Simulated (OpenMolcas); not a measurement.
## Cr⁴⁺ complex: multiconfigurational calculation

- system: Cr⁴⁺ with 6 ligands (F; tetragonal octahedron, 1.92 Å), neutralised by 6 outer point charges of +0.33 e, whose field is part of the energies.
- method: state-averaged SS-CASPT2, IPEA shift 0.25, imaginary shift 0.1 hartree, closed shells 3s 3p of the metal and the valence shells of the ligands correlated, active space 2 electrons in the shell 3d, basis ANO-RCC-VDZP on the metal and ANO-RCC-VDZP on the ligands, DKH2 scalar Hamiltonian, spin-orbit coupling by RASSI with atomic mean-field integrals (OpenMolcas)

### The program's output (extracts)
```
--- CASPT2 ---
Orbital specifications:
      -----------------------

      Symmetry species                           1   2
                                                ag  au
      Frozen orbitals                            5   6
      Inactive orbitals                         13  15
      Active orbitals                            5   0
      Secondary orbitals                        34  40
      Deleted orbitals                           0   0
      Number of basis functions                 57  61
Type of calculation                        SS-CASPT2
      Fock operator                              state-specific
      IPEA shift                                 0.25
      Real shift                                 0.00
      Imaginary shift                            0.10
      The input orbitals will be transformed to quasi-canonical
Reference energy:       -1647.4880670386
      E2 (Non-variational):      -1.7191280753
      Shift correction:          -0.0017412357
      E2 (Variational):          -1.7208693111
      Total energy:           -1649.2089363497
      Residual norm:              0.0000004530
      Reference weight:           0.68170
      Contributions to the CASPT2 correlation energy
      Active & Virtual Only:         -0.0045321720
      One Inactive Excited:          -0.1247852300
      Two Inactive Excited:          -1.5898106733
Reference energy:       -1647.4837741201
      E2 (Non-variational):      -1.7183387795
      Shift correction:          -0.0017512518
      E2 (Variational):          -1.7200900314
      Total energy:           -1649.2038641515
      Residual norm:              0.0000005292
      Reference weight:           0.68153
      Contributions to the CASPT2 correlation energy
      Active & Virtual Only:         -0.0045346072
      One Inactive Excited:          -0.1257692128
      Two Inactive Excited:          -1.5880349596
::    CASPT2 Root  1     Total energy:  -1649.20893635
::    CASPT2 Root  2     Total energy:  -1649.20386415
::    CASPT2 Root  3     Total energy:  -1649.20386415
::    CASPT2 Root  4     Total energy:  -1649.12656263
::    CASPT2 Root  5     Total energy:  -1649.11809514
::    CASPT2 Root  6     Total energy:  -1649.11809515
::    CASPT2 Root  7     Total energy:  -1649.07965329
::    CASPT2 Root  8     Total energy:  -1649.07965315
::    CASPT2 Root  9     Total energy:  -1649.02348760
::    CASPT2 Root 10     Total energy:  -1649.05546766
--- CASPT2 ---
Orbital specifications:
      -----------------------

      Symmetry species                           1   2
                                                ag  au
      Frozen orbitals                            5   6
      Inactive orbitals                         13  15
      Active orbitals                            5   0
      Secondary orbitals                        34  40
      Deleted orbitals                           0   0
      Number of basis functions                 57  61
Type of calculation                        SS-CASPT2
      Fock operator                              state-specific
      IPEA shift                                 0.25
      Real shift                                 0.00
      Imaginary shift                            0.10
      The input orbitals will be transformed to quasi-canonical
Reference energy:       -1647.4190131279
      E2 (Non-variational):      -1.7407472030
      Shift correction:          -0.0018014045
      E2 (Variational):          -1.7425486074
      Total energy:           -1649.1615617354
      Residual norm:              0.0000004258
      Reference weight:           0.67717
      Contributions to the CASPT2 correlation energy
      Active & Virtual Only:         -0.0083039399
      One Inactive Excited:          -0.1288110201
      Two Inactive Excited:          -1.6036322429
Reference energy:       -1647.4158593444
      E2 (Non-variational):      -1.7413520852
      Shift correction:          -0.0018288066
      E2 (Variational):          -1.7431808918
      Total energy:           -1649.1590402361
      Residual norm:              0.0000004889
      Reference weight:           0.67672
      Contributions to the CASPT2 correlation energy
      Active & Virtual Only:         -0.0078663157
      One Inactive Excited:          -0.1293284167
      Two Inactive Excited:          -1.6041573527
::    CASPT2 Root  1     Total energy:  -1649.16156174
::    CASPT2 Root  2     Total energy:  -1649.15904024
::    CASPT2 Root  3     Total energy:  -1649.15449151
::    CASPT2 Root  4     Total energy:  -1649.15449147
::    CASPT2 Root  5     Total energy:  -1649.15155365
::    CASPT2 Root  6     Total energy:  -1649.07533352
::    CASPT2 Root  7     Total energy:  -1649.07731400
::    CASPT2 Root  8     Total energy:  -1649.07731396
::    CASPT2 Root  9     Total energy:  -1649.09434885
::    CASPT2 Root 10     Total energy:  -1649.05224233
::    CASPT2 Root 11     Total energy:  -1649.05224228
::    CASPT2 Root 12     Total energy:  -1649.03416107
::    CASPT2 Root 13     Total energy:  -1648.99025892
::    CASPT2 Root 14     Total energy:  -1648.97912241
::    CASPT2 Root 15     Total energy:  -1648.91015509
```

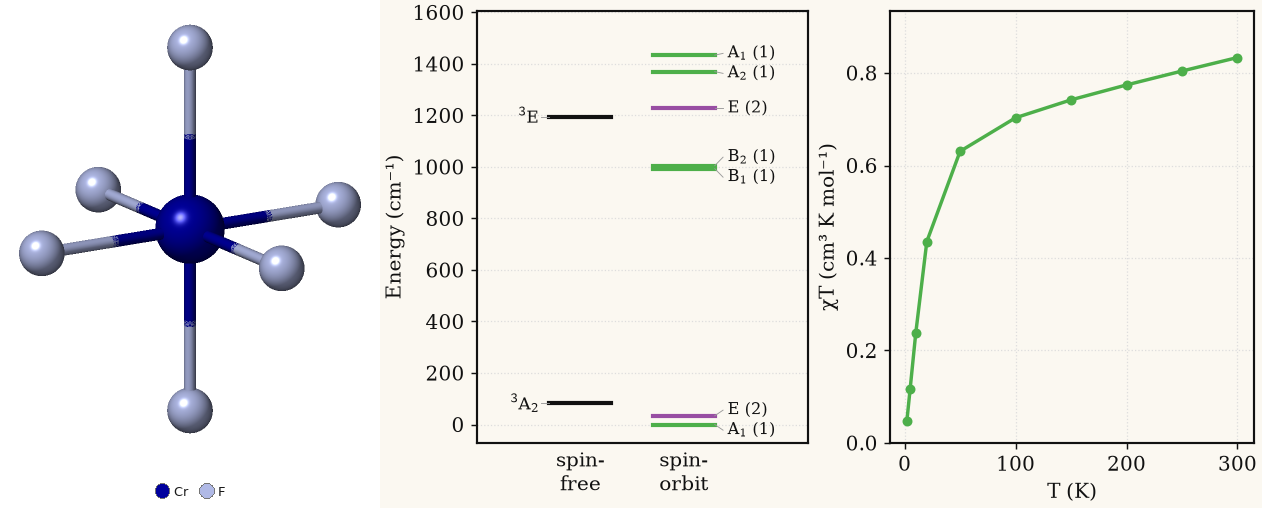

Cr⁴⁺ (3d²) with 6 ligands, F⁻, at 1.92 Å (arrangement: tetragonal octahedron, D4h), axial distortion 1.08, neutralised by outer point charges of +0.33 e, and its levels and susceptibility. Labels give the representation in O, Td, D4 or D3 as the site allows (double group for half-integer spin) where it could be assigned and, in brackets, the degeneracy; spin-free states, where drawn, share the zero of the spin-orbit levels. Powder susceptibility by Van Vleck's formula. The ground level is A₁, non-degenerate, 100 % from states of spin multiplicity 3. The next level lies at 34 cm⁻¹ (E). The lowest spin-free state is ³A₂; of the same spin there follows at 1,110 cm⁻¹ (³E) above it. χT is 0.0471 cm³ K mol⁻¹ at 2 K and 0.833 at 300 K, an effective moment of 2.58 μB.

### Input
```
&GATEWAY
Coord
7

Cr 0.0 0.0 0.0
F 1.920000 0.000000 0.000000
F 0.000000 1.920000 0.000000
F -1.920000 0.000000 0.000000
F 0.000000 -1.920000 0.000000
F 0.000000 0.000000 2.073600
F 0.000000 0.000000 -2.073600
Basis=Cr.ANO-RCC-VDZP,F.ANO-RCC-VDZP
Group=XYZ
NoMove
AngMom=0.0 0.0 0.0
AMFI
RICD
XField
3 Angstrom 0
5.120000 0.000000 0.000000 0.333333
0.000000 5.120000 0.000000 0.333333
0.000000 0.000000 5.273600 0.333333
&SEWARD
&RASSCF
FileOrb=start.orb
Symmetry=1
Spin=3
nActEl=2 0 0
Inactive=18 21
Ras2=5 0
CIRoot=10 10 1
SDav=10
CIMx=300
Iter=150 100
PrWF=0.3
OrbListing=Nothing
MaxOrb=0
LevShft=1.0
>>> COPY $Project.JobIph JOB001
&RASSCF
FileOrb=start.orb
Symmetry=1
Spin=1
nActEl=2 0 0
Inactive=18 21
Ras2=5 0
CIRoot=15 15 1
SDav=15
CIMx=300
Iter=150 100
PrWF=0.3
OrbListing=Nothing
MaxOrb=0
LevShft=1.0
>>> COPY $Project.JobIph JOB002
&RASSI
NrOfJobIphs=2 10 15
1 2 3 4 5 6 7 8 9 10
1 2 3 4 5 6 7 8 9 10 11 12 13 14 15
IphNames
JOB001
JOB002
EJob
SpinOrbit
DIPRint=1.0
SOCoupling=1000.0
Subsets=2
Property=9
'ANGMOM' 1 'ANGMOM' 2 'ANGMOM' 3 'MLTPL  1' 1 'MLTPL  1' 2 'MLTPL  1' 3
'AMFI' 1 'AMFI' 2 'AMFI' 3
SOProperty=3
'ANGMOM' 1 'ANGMOM' 2 'ANGMOM' 3
>>> COPY JOB001 $Project.JobIph
&CASPT2
Multistate=10 1 2 3 4 5 6 7 8 9 10
NoMult
Frozen=5 6
IPEA=0.25
Imaginary=0.1
MaxIter=60
WThr=0.0 0.3 0.05
PrWF=0.5
NoMix
>>> COPY JOB002 $Project.JobIph
&CASPT2
Multistate=15 1 2 3 4 5 6 7 8 9 10 11 12 13 14 15
NoMult
Frozen=5 6
IPEA=0.25
Imaginary=0.1
MaxIter=60
WThr=0.0 0.3 0.05
PrWF=0.5
NoMix
```

The file start.orb holds starting orbitals from an earlier step. A driver script formed the levels outside the program, from RASSI's spin-orbit matrix and the CASPT2 energies (for multi-state variants, the effective Hamiltonian), averaged over the components of each term or state. The log and the time are those of the CASPT2 step.

Launched with:
```bash
OMP_NUM_THREADS=1 MOLCAS_MEM=2457 MOLCAS_PROJECT=a pymolcas a.inp > a.log  # once for each step of the input, in one work folder
```

### Key numbers

```
                                 quantity                                                                 value
                                  outcome                                                             converged
      energy of the lowest spin-free term                                                   −1649.20894 hartree
    energy of the lowest spin-orbit level                                                   −1649.20931 hartree
                CASPT2 correlation energy                                                       −1.7209 hartree
largest spread among components of a term                                                              0.0 cm⁻¹
                  lowest reference weight                                                                 0.672
                                 hardware  1 thread of Arm Neoverse V2, 24 GiB of memory available, shared host
                                wall time                                                                  37 s
                              peak memory                                                              0.18 GiB
```

### Notes

To bear in mind: covalent bonds, ligand orbitals missing from the active space; distances are set from ionic radii, not optimised.
